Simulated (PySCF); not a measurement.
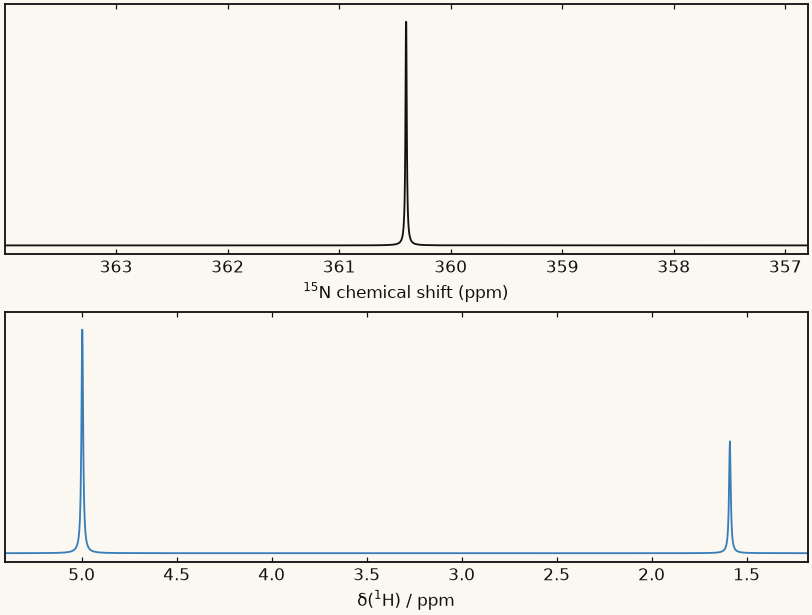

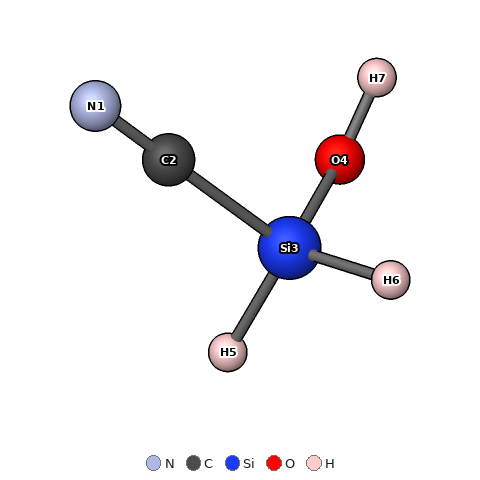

Spectrum and numbered structure of CH₃NOSi, SMILES N#C[SiH2]O. GIAO shifts, PBE0/pcSseg-1, PySCF, at a GFN2-xTB geometry (no frequency check), against NH₃ for ¹⁵N and TMS for ¹H computed at the same level (¹⁵N: a single molecule, while the usual scales start at liquid NH₃ or nitromethane; multiply bonded nitrogen can come out tens of ppm too deshielded). Gas phase, fully decoupled, line heights follow the number of nuclei, widths are arbitrary (no quadrupolar broadening); values of one conformer, averaged over nuclei that symmetry, rotation about single bonds or inversion at nitrogen exchange, these motions taken as fast. Protons on N, O or S are those of the isolated molecule, without hydrogen bonds to neighbours or exchange.

**Where does the ¹⁵N line lie?**

At 360.4 ppm (N1).

**Which atoms give which ¹H line?**

```tsv
δ (ppm)	nuclei	atoms
5.00	2	H5, H6
1.59	1	H7
```

Known limits of this run: the tight-binding geometry is rougher than a DFT one and adds to the error.
